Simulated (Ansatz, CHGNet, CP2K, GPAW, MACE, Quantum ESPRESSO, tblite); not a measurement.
# Running generalised stacking fault on (111) (glide set) of a Ge-Sn solid solution (48 atoms) with GPAW

Wanted: GPAW inputs and outputs for generalised stacking fault on (111) (glide set) of a Ge-Sn solid solution (48 atoms), checked against a plane-wave reference.

Calculated with GPAW 26.7.0; the method is named at each step.

**1. Set-up**

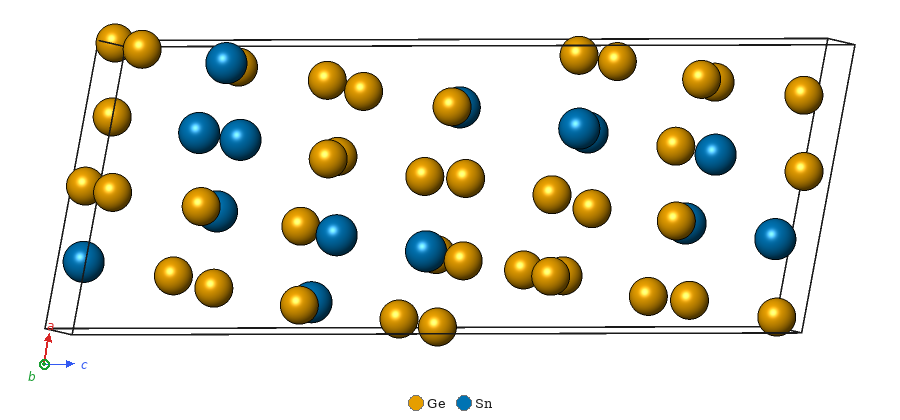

The cell as given, from the side, with the c axis across the page (germanium orange, tin blue). Some periodic images of atoms are drawn too.

The cell holds 48 atoms: 34 Ge and 14 Sn. Its edges and angles: a = 8.334 Å, b = 7.218 Å, c = 20.867 Å, α = 90.0°, β = 79.5°, γ = 90.0°. Diamond-structure Ge lattice (a = 5.8932 Å, the value set for the mixture), cell with z along [111], 2 x 1 x 2 periods; the third cell vector is tilted by 0.917 of 1/2[1-10] and lengthened by 0.1 Å, so the cell holds one fault (glide set); displaced by a Gaussian of 0.01 Å; 14 of 48 Ge sites given to Sn at random (lattice constant by Vegard's rule between Ge and Sn). Then every atom was moved at random, 0.05 Å r.m.s. a Cartesian component. The structure's axis is c.

The yardstick, on the same geometry:

| Property | Result |
| --- | --- |
| method | Kohn-Sham DFT, PBE, PAW, plane waves (Ansatz 0.2.0); cutoff 420 eV, Γ point, fermi-dirac smearing of 0.05 eV; PAW set soft_2 |
| r.m.s. force component | 1.174 eV/Å |
| longest force | 5.181 eV/Å |
| pressure | 8.487 GPa |
| SCF cycles | 10 |
| time | 17 s on 4 threads of Arm Neoverse V2, shared host |
| CPU time | 63 s |

**2. PBE, LCAO dzp, h 0.2 Å**

Method: Kohn-Sham DFT, PBE, PAW, atomic orbitals (dzp).

Input file run.py:

```python
import numpy as np
from ase.io import read
from gpaw import GPAW, FermiDirac

atoms = read("structure.xyz")
atoms.calc = GPAW(
    mode="lcao",
    basis="dzp",
    h=0.2,
    xc="PBE",
    kpts={"size": (1, 1, 1), "gamma": True},
    occupations=FermiDirac(0.05),
    maxiter=200,
    symmetry={"point_group": False},
    txt="gpaw.txt",
)
energy = atoms.get_potential_energy(force_consistent=True)
forces = atoms.get_forces()
print(f"energy {energy:.6f} eV")
print("forces (eV/A)")
for i, (a, f) in enumerate(zip(atoms, forces)):
    print(f"{i:4d} {a.symbol:2s} {f[0]:10.5f} {f[1]:10.5f} {f[2]:10.5f}")
print(f"Fermi level {atoms.calc.get_fermi_level():.4f} eV")
for k in range(len(atoms.calc.get_ibz_k_points())):
    for s in range(atoms.calc.get_number_of_spins()):
        e = atoms.calc.get_eigenvalues(kpt=k, spin=s)
        n = np.searchsorted(e, atoms.calc.get_fermi_level())
        print(f"k {k} spin {s} levels about the Fermi level:", np.round(e[max(n - 6, 0):n], 4).tolist(), "|", np.round(e[n:n + 6], 4).tolist())
```

Input file structure.xyz:

```xyz
48
Lattice="8.33424 0.00000 0.00000 0.00000 7.21767 0.00000 3.81983 0.00000 20.51464" Properties=species:S:1:pos:R:3 pbc="T T T"
Ge 6.28357 3.57765 0.39327
Sn 6.28492 3.53348 2.93031
Sn 6.31692 6.05353 3.85060
Ge 6.23705 5.95443 6.42724
Sn 2.08177 3.57340 0.34670
Ge 2.15423 3.59909 2.94159
Ge 2.02997 5.89842 3.88917
Ge 1.99748 6.00041 6.37246
Ge 4.19331 0.03313 0.39265
Ge 4.25518 7.16751 2.96826
Sn 4.17661 2.45798 3.95892
Ge 4.19458 2.46418 6.39277
Sn 4.13900 4.73328 7.19715
Sn 4.15049 4.78799 9.79000
Ge 6.33364 1.13527 7.21992
Ge 6.21977 1.16941 9.76435
Ge 6.38688 3.62710 10.65243
Ge 6.37776 3.60429 13.16999
Ge 6.20642 5.96143 14.10730
Ge 6.29669 6.00900 16.53870
Ge 8.34854 0.01234 0.48230
Sn 8.39584 7.14311 2.93359
Ge 8.32431 2.35051 3.82372
Ge 8.41127 2.38659 6.38641
Ge 8.30071 4.87084 7.19182
Ge 8.32732 4.85049 9.76251
Sn 2.11768 1.19712 7.22751
Ge 2.09978 1.06677 9.79143
Ge 2.08708 3.64608 10.63007
Ge 10.41627 3.66578 13.19809
Ge 10.45140 6.00488 14.04966
Ge 10.38775 6.00279 16.51470
Ge 4.08834 0.02649 10.61325
Ge 4.10944 0.01213 13.15747
Ge 4.16108 2.44203 14.03058
Ge 4.02488 2.42276 16.54013
Ge 4.14019 4.81159 17.45529
Ge 4.12130 4.74468 20.00362
Sn 6.25073 1.18435 17.34595
Sn 6.27787 1.23206 19.94495
Sn 8.32664 0.09361 10.50678
Sn 8.38477 7.14557 13.20199
Sn 8.29622 2.29594 13.99222
Ge 8.36767 2.41438 16.53111
Sn 8.34840 4.79823 17.43293
Ge 8.33528 4.84724 20.00239
Ge 10.35546 1.21019 17.43519
Ge 10.44735 1.20614 20.00239
```

Run with:

```bash
> OMP_NUM_THREADS=1 python run.py > output.txt
```

The log of the run:

```text
energy -176.823798 eV
forces (eV/A)
   0 Ge    1.46029   -0.74139   -0.37438
   1 Sn    1.12963    0.50824   -0.96377
   2 Sn   -1.74767   -1.04188    1.49885
   3 Ge    0.53152    0.85883    0.03446
   4 Sn    3.41014    0.28290    2.51249
   5 Ge   -1.42132    0.23693    0.06366
   6 Ge    1.76771   -0.18438    0.35825
   7 Ge   -0.01666   -0.47995   -0.72784
   8 Ge    3.85408   -2.41876    2.39812
   9 Ge   -1.93103    0.48615   -0.93130
  10 Sn   -1.21831   -1.71578   -0.64716
  11 Ge    1.34028   -2.40004    0.84496
  12 Sn   -0.52695    1.65748   -0.45184
  13 Sn    1.19786    0.24520    1.08210
  14 Ge   -0.39522    0.44345    0.32819
  15 Ge   -1.71099    1.05414   -0.86894
  16 Ge   -0.41695   -0.55054    0.39433
  17 Ge   -2.49432    0.92611   -0.65107
  18 Ge   -0.61980   -0.28290   -0.34299
  19 Ge   -1.34206   -0.84922   -0.43302
  20 Ge    1.75117   -1.40903   -1.18246
  21 Sn    1.87070    1.55694   -0.31947
  22 Ge    1.61116    0.25810    1.05483
  23 Ge   -1.59389    1.06652   -0.81183
[...]
40 Sn   -0.46580   -1.12333    0.67882
  41 Sn   -0.82101   -2.44503   -0.77724
  42 Sn    1.44800    2.31873    1.18921
  43 Ge    0.50187   -0.28798    0.24862
  44 Sn   -0.15204   -0.30522    0.43473
  45 Ge   -1.24923    0.92385    0.13880
  46 Ge    0.05118   -0.64449    0.34593
  47 Ge   -2.12372    0.96717   -1.18694
Fermi level 5.7658 eV
k 0 spin 0 levels about the Fermi level: [5.3367, 5.3861, 5.4191, 5.6054, 5.6804, 5.7194] | [5.8035, 5.8602, 5.9551, 6.0586, 6.2333, 6.2878]
```

gpaw.txt:

```text
Input parameters:
  mode=LCAO(),
  basis={'default': 'dzp'},
  h=0.2,
  kpts=MonkhorstPack(size=(1, 1, 1), gamma=True),
  maxiter=200,
  occupations=Occupations(name='fermi-dirac', width=0.05, fixmagmom=False),
  symmetry=Symmetry(point_group=False),
  xc=XC(name='PBE')
Unit cell  # Å
| periodic |        x |        y |         z |   lengths |    angles |
|----------|----------|----------|-----------|-----------|-----------|
|      yes | 8.334240 | 0.000000 |  0.000000 |  8.334240 | 90.000000 |
|      yes | 0.000000 | 7.217670 |  0.000000 |  7.217670 | 79.452306 |
|      yes | 3.819830 | 0.000000 | 20.514640 | 20.867236 | 90.000000 |
Number of symmetries: 1
Symmetry operations  # r_c * U_cc + t_c -> r_c
|   | kind |            matrix            |
|---|------|------------------------------|
| 0 |  E   |  1, 0, 0,  0, 1, 0,  0, 0, 1 |
BZ-sampling:
  Number of BZ points: 1
  Number of IBZ points: 1
  Monkhorst-Pack size: [1, 1, 1]
  Monkhorst-Pack shift: [0, 0, 0]
[... lines left out ...]
  Fermi-Dirac:
[... lines left out ...]
xc functional:
  name: PBE with 2 nearest neighbor stencil
interpolation: tri-quintic # 5. degree polynomial
Initialization done in: 6.089 s
convergence criteria:
- Maximum [total energy] change in last 3 cyles: 0.0005 eV / valence electron
- Maximum integral of absolute [dens]ity change: 0.0001 electrons / valence electron
- Maximum integral of absolute [eigenst]ate change: 4e-08 eV^2 / valence electron
maximum number of iterations: 200
SCF iterations
|iter     |      energy | eigst |  dens |
|---------|-------------|-------|-------|
|iter:   1| -177.715882 |      c|       |
|iter:   2| -177.431072 |      c| -1.22 |
|iter:   3| -193.719508 |      c| -1.24 |
|iter:   4| -191.964533 |      c| -1.12 |
[...]
|iter:   8| -176.781253 |      c| -1.68 |
|iter:   9| -176.761697 |      c| -1.99 |
|iter:  10| -176.729025c|      c| -2.17 |
|iter:  11| -176.721879c|      c| -2.29 |
|iter:  12| -176.706305c|      c| -2.51 |
|iter:  13| -176.707849c|      c| -2.80 |
|iter:  14| -176.706465c|      c| -3.20 |
|iter:  15| -176.706463c|      c| -3.66 |
|iter:  16| -176.706490c|      c| -4.04c|
Converged in 16 steps
SCF loop duration: 107.305 s (6.707 s/step)
Energy contributions relative to reference atoms: (reference = -4293469.393285)
Energy contributions:
  Kinetic:         754.175921
  Coulomb:        -658.847248
  Zero:              0.941009
  External:          0.000000
  Xc:             -272.858863
  Entropy:          -0.234617
  Spinorbit:         0.000000
  ----------------------------
  Free energy:    -176.823798
  Extrapolated:   -176.706490
dipole moment: (-4.603892, -50.694238, -31.733249)  # |e|*Ang
Fermi level: 5.766
Eigenvalues  # (at kpt = [0.000, 0.000, 0.000])
| band index |      eig [eV] | occ [0-2] |
|------------|---------------|-----------|
|          0 |       -16.753 |     2.000 |
|        ... |               |           |
|        158 |         4.926 |     2.000 |
|        159 |         5.202 |     2.000 |
[...]
|        173 |         6.525 |     0.000 |
|        ... |               |           |
|        203 |         9.248 |     0.000 |
Gap: 0.084 eV
Transition (v -> c):
  (s=0, k=0, n=165, [0.00, 0.00, 0.00]) -> (s=0, k=0, n=166, [0.00, 0.00, 0.00])
No difference between direct/indirect transitions
Force computation time: 13.942  # s
timing:  # [seconds]
  Total:  127.355  # ━━━━━━━━━━━━━━━━━━━━━━━━━━━━━━━━━━━━━━━━━━━━━━━━━━━━━━━━
  Init:     6.089  # ━━╸
  SCF:    107.305  # ━━━━━━━━━━━━━━━━━━━━━━━━━━━━━━━━━━━━━━━━━━━━━━━
  Forces:  13.942  # ━━━━━━
```

The job ended after 2.1 min (1 thread of Arm Neoverse V2, shared host; peak memory 1.2 GiB).

Banners, paths, timers and routine set-up lines are dropped from the logs unmarked, and long logs keep their key lines alone; longer cuts are marked.

Against the reference:

| Item | Value |
| --- | --- |
| r.m.s. force component | 1.231 eV/Å |
| r.m.s. difference of force components | 73.21 meV/Å |
| longest difference of force vectors | 282.3 meV/Å |
| force difference over r.m.s. force | 6.236 % |
| slope of forces against the reference's | 1.048 |
| correlation of force components | 0.9993 |

Length of the force difference by element (eV/Å):

```
element  atoms  mean  most
     Ge     34  0.11  0.28
     Sn     14  0.11  0.26
```

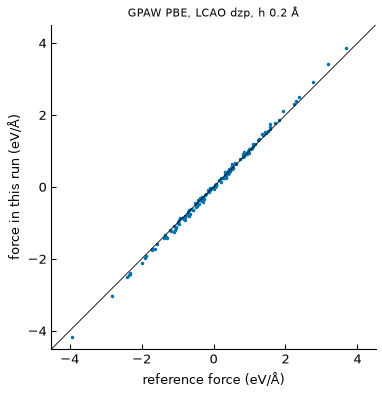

Force components against those of the reference; the line marks equality.

The surroundings of Ge17, picked at random, nearest first, numbered as they follow in the input and with coordinates relative to it.

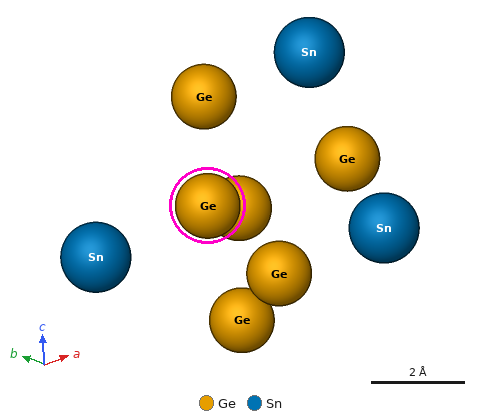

The atoms of the table, within 4.1 Å (arrows a, b, c point along x, y, z); some may hide others; the central atom is ringed.

```
atom      x      y      z  distance (Å)  bonds     Fx     Fy  Fz (eV/Å)
Ge17   0.00   0.00   0.00          0.00      4  -0.42  -0.55       0.39
Ge26   1.94   1.22  -0.89          2.46      4   0.64  -0.86      -1.01
Ge18  -0.01  -0.02   2.52          2.52      4  -2.49   0.93      -0.65
Ge16  -0.17  -2.46  -0.89          2.62      4  -1.71   1.05      -0.87
Sn14  -2.24   1.16  -0.86          2.66      4   1.20   0.25       1.08
Sn41   1.94  -3.53  -0.15          4.03      4  -0.47  -1.12       0.68
Ge29   4.03   0.02  -0.02          4.03      4  -1.39  -1.13       0.85
Sn43   1.91  -1.33   3.34          4.07      4   1.45   2.32       1.19
Ge25   1.91   1.24  -3.46          4.15      4  -0.03  -0.91       0.78
```

Atoms are counted from 1 here, from 0 in the log.

Forces lie 6.2 % from the reference's, at 2.0 times its CPU time (on 1 against 4 cores).

**3. PBE, plane waves 550 eV**

Method: Kohn-Sham DFT, PBE, PAW, plane waves.

Edit run.py of step 2 so:

```diff
@@ -2,3 +2,4 @@
 from ase.io import read
-from gpaw import GPAW, FermiDirac
+from gpaw import GPAW, FermiDirac, PW
+from ase.parallel import parprint as print
 
@@ -6,5 +7,3 @@
 atoms.calc = GPAW(
-    mode="lcao",
-    basis="dzp",
-    h=0.2,
+    mode=PW(550),
     xc="PBE",
@@ -14,2 +13,3 @@
     symmetry={"point_group": False},
+    nbands=396,
     txt="gpaw.txt",
@@ -22,2 +22,6 @@
     print(f"{i:4d} {a.symbol:2s} {f[0]:10.5f} {f[1]:10.5f} {f[2]:10.5f}")
+stress = -atoms.get_stress(voigt=False) * 160.21766
+print("stress (GPa, compression positive)")
+for row in stress:
+    print(" ".join(f"{x:10.4f}" for x in row))
 print(f"Fermi level {atoms.calc.get_fermi_level():.4f} eV")
```

structure.xyz is that of step 2.

Run with:

```bash
> OMP_NUM_THREADS=1 mpirun -np 2 gpaw python run.py > output.txt
```

The log of the run:

```text
energy -187.004109 eV
forces (eV/A)
   0 Ge    1.38473   -0.69452   -0.39556
   1 Sn    1.08655    0.46736   -0.97704
   2 Sn   -1.67398   -0.97059    1.44275
   3 Ge    0.50741    0.84942    0.04378
   4 Sn    3.20823    0.28894    2.37553
   5 Ge   -1.36517    0.24637    0.05288
   6 Ge    1.68714   -0.18020    0.37566
   7 Ge   -0.05452   -0.46781   -0.71193
   8 Ge    3.68282   -2.30787    2.28603
   9 Ge   -1.85087    0.44825   -0.94473
  10 Sn   -1.17285   -1.63090   -0.57959
  11 Ge    1.25791   -2.29907    0.79108
[...]
43 Ge    0.48647   -0.28532    0.25163
  44 Sn   -0.13228   -0.28577    0.41173
  45 Ge   -1.14973    0.85248    0.17326
  46 Ge    0.06414   -0.59762    0.32902
  47 Ge   -2.03683    0.90120   -1.11427
stress (GPa, compression positive)
   16.0212    -1.7136     1.3016
   -1.7136     3.0515    -1.4912
    1.3016    -1.4912     5.9971
Fermi level 5.7429 eV
k 0 spin 0 levels about the Fermi level: [5.3321, 5.3824, 5.4157, 5.5957, 5.675, 5.6793] | [5.7823, 5.8382, 5.9169, 6.0178, 6.2123, 6.2476]
```

gpaw.txt:

```text
Input parameters:
  mode=PW(ecut=550.0),
  kpts=MonkhorstPack(size=(1, 1, 1), gamma=True),
  maxiter=200,
  nbands=396,
  occupations=Occupations(name='fermi-dirac', width=0.05, fixmagmom=False),
  symmetry=Symmetry(point_group=False),
  xc=XC(name='PBE')
[... lines left out ...]
  Converge bands: occupied
[... lines left out ...]
  Fermi-Dirac:
[... lines left out ...]
convergence criteria:
- Maximum [total energy] change in last 3 cyles: 0.0005 eV / valence electron
[... lines left out ...]
Converged in 19 steps
[... lines left out ...]
  Free energy:    -187.004109
[... lines left out ...]
Fermi level: 5.743
[... lines left out ...]
|------------|---------------|-----------|
|          0 |       -16.645 |     2.000 |
|        ... |               |           |
|        158 |         4.922 |     2.000 |
|        159 |         5.197 |     2.000 |
[...]
|        ... |               |           |
[...]
Gap: 0.103 eV
Transition (v -> c):
  (s=0, k=0, n=165, [0.00, 0.00, 0.00]) -> (s=0, k=0, n=166, [0.00, 0.00, 0.00])
No difference between direct/indirect transitions
Force computation time: 2.730  # s
Stress tensor  # eV/Ang^3
|         x |         y |         z |
|-----------|-----------|-----------|
[...]
|  0.010695 | -0.019046 |  0.009308 |
| -0.008124 |  0.009308 | -0.037431 |
Stress computation time: 13.043  # s
```

Run time: 3.1 min. Hardware: 2 MPI ranks; peak memory 1.5 GiB; 6.1 min of CPU time.

Against the reference:

| Property | Result |
| --- | --- |
| r.m.s. force component | 1.173 eV/Å |
| r.m.s. difference of force components | 24.54 meV/Å |
| longest difference of force vectors | 99.41 meV/Å |
| force difference over r.m.s. force | 2.091 % |
| slope of forces against the reference's | 0.9986 |
| correlation of force components | 0.9998 |
| pressure | 8.357 GPa |
| pressure difference | -0.1308 GPa |

Against the first run (6.2 %), the force difference from the reference is 2.1 %, at 2.9 times the CPU time (on 2 against 1 cores).

The run ends at a pressure of 8.36 GPa, with forces up to 5.2 eV/Å.

**4. PBE, LCAO szp(dzp), h 0.2 Å**

Method: Kohn-Sham DFT, PBE, PAW, atomic orbitals (szp(dzp)).

Edit run.py of step 3 so:

```diff
@@ -2,4 +2,3 @@
 from ase.io import read
-from gpaw import GPAW, FermiDirac, PW
-from ase.parallel import parprint as print
+from gpaw import GPAW, FermiDirac
 
@@ -7,3 +6,5 @@
 atoms.calc = GPAW(
-    mode=PW(550),
+    mode="lcao",
+    basis="szp(dzp)",
+    h=0.2,
     xc="PBE",
@@ -13,3 +14,2 @@
     symmetry={"point_group": False},
-    nbands=396,
     txt="gpaw.txt",
@@ -22,6 +22,2 @@
     print(f"{i:4d} {a.symbol:2s} {f[0]:10.5f} {f[1]:10.5f} {f[2]:10.5f}")
-stress = -atoms.get_stress(voigt=False) * 160.21766
-print("stress (GPa, compression positive)")
-for row in stress:
-    print(" ".join(f"{x:10.4f}" for x in row))
 print(f"Fermi level {atoms.calc.get_fermi_level():.4f} eV")
```

structure.xyz is that of step 3.

Run with:

```bash
> OMP_NUM_THREADS=1 python run.py > output.txt
```

The log of the run:

```text
energy -167.028664 eV
forces (eV/A)
   0 Ge    1.66531   -0.85630   -0.36339
   1 Sn    1.15278    0.55317   -0.98917
   2 Sn   -1.75698   -1.08958    1.57568
   3 Ge    0.49860    0.90306    0.00604
   4 Sn    3.64129    0.27125    2.67185
   5 Ge   -1.54271    0.20032    0.06945
   6 Ge    1.93570   -0.17310    0.32414
   7 Ge    0.04363   -0.47198   -0.75643
   8 Ge    4.13446   -2.55686    2.54079
   9 Ge   -2.12029    0.50970   -0.92951
  10 Sn   -1.25935   -1.83995   -0.70131
  11 Ge    1.48606   -2.58706    0.93893
  12 Sn   -0.60870    1.76654   -0.45784
  13 Sn    1.32259    0.22714    1.10438
  14 Ge   -0.46732    0.51487    0.29712
  15 Ge   -1.86249    1.17334   -0.92669
  16 Ge   -0.50513   -0.62771    0.38972
  17 Ge   -2.62809    0.96969   -0.64569
  18 Ge   -0.71364   -0.25187   -0.46781
  19 Ge   -1.42489   -0.93451   -0.34827
  20 Ge    2.02042   -1.62906   -1.24477
  21 Sn    1.94027    1.62572   -0.29087
  22 Ge    1.73032    0.29494    1.09566
  23 Ge   -1.67439    1.16903   -0.84651
[...]
40 Sn   -0.49388   -1.15952    0.79042
  41 Sn   -0.87567   -2.58608   -0.84209
  42 Sn    1.57213    2.34496    1.25375
  43 Ge    0.51924   -0.28907    0.24288
  44 Sn   -0.16634   -0.34075    0.46455
  45 Ge   -1.46153    1.09825    0.12380
  46 Ge    0.01776   -0.75346    0.36597
  47 Ge   -2.38170    1.10562   -1.29062
Fermi level 5.5384 eV
k 0 spin 0 levels about the Fermi level: [5.0997, 5.1351, 5.1899, 5.3768, 5.4317, 5.5058] | [5.5707, 5.6354, 5.7451, 5.856, 6.0184, 6.117]
```

gpaw.txt:

```text
Input parameters:
  mode=LCAO(),
  basis={'default': 'szp(dzp)'},
  h=0.2,
  kpts=MonkhorstPack(size=(1, 1, 1), gamma=True),
  maxiter=200,
  occupations=Occupations(name='fermi-dirac', width=0.05, fixmagmom=False),
  symmetry=Symmetry(point_group=False),
  xc=XC(name='PBE')
Unit cell  # Å
| periodic |        x |        y |         z |   lengths |    angles |
[... lines left out ...]
  Fermi-Dirac:
[... lines left out ...]
convergence criteria:
- Maximum [total energy] change in last 3 cyles: 0.0005 eV / valence electron
[... lines left out ...]
Converged in 18 steps
[... lines left out ...]
  Free energy:    -167.028664
  Extrapolated:   -166.915143
dipole moment: (-4.512176, -50.819025, -31.326390)  # |e|*Ang
Fermi level: 5.538
Eigenvalues  # (at kpt = [0.000, 0.000, 0.000])
| band index |      eig [eV] | occ [0-2] |
|------------|---------------|-----------|
|          0 |       -17.531 |     2.000 |
|        ... |               |           |
|        158 |         4.706 |     2.000 |
|        159 |         4.976 |     2.000 |
[...]
|        173 |         6.434 |     0.000 |
|        ... |               |           |
|        203 |         9.251 |     0.000 |
Gap: 0.065 eV
Transition (v -> c):
  (s=0, k=0, n=165, [0.00, 0.00, 0.00]) -> (s=0, k=0, n=166, [0.00, 0.00, 0.00])
No difference between direct/indirect transitions
Force computation time: 11.080  # s
timing:  # [seconds]
  Total:  116.460  # ━━━━━━━━━━━━━━━━━━━━━━━━━━━━━━━━━━━━━━━━━━━━━━━━━━━━━━━━
  Init:     5.635  # ━━╸
  SCF:     99.723  # ━━━━━━━━━━━━━━━━━━━━━━━━━━━━━━━━━━━━━━━━━━━━━━━━
  Forces:  11.080  # ━━━━━╸
```

Elapsed: 2 min, on 1 thread; peak memory 1.1 GiB.

Compared with the plane-wave run:

```yaml
r_m_s_force_component: 1.321 eV/Å
r_m_s_difference_of_force_components: 170.5 meV/Å
longest_difference_of_force_vectors: 662.2 meV/Å
force_difference_over_r_m_s_force: 14.52 %
slope_of_forces_against_the_reference_s: 1.122
correlation_of_force_components: 0.9976
```

This is a coarse setting, run to see what it loses.

Against the first run (6.2 %), the force difference from the reference is 15 %, at 0.92 times the CPU time, with 502 basis functions against 764: the smaller basis costs accuracy.

[end of part 1 of 2]

[Also dropped from logs without a mark: logging warnings of Python, and SIESTA's first energy breakdown and zero terms.]

[Logs are printed without paths, hosts, clocks, repeated set-up lines and the standing remarks that a program may print on its own settings, such as how far it seeks lower states.]

[Hosts, paths, dates, database ids (printed as entryN), source tags and the programs' standing remarks are cut or masked in the printed files.]
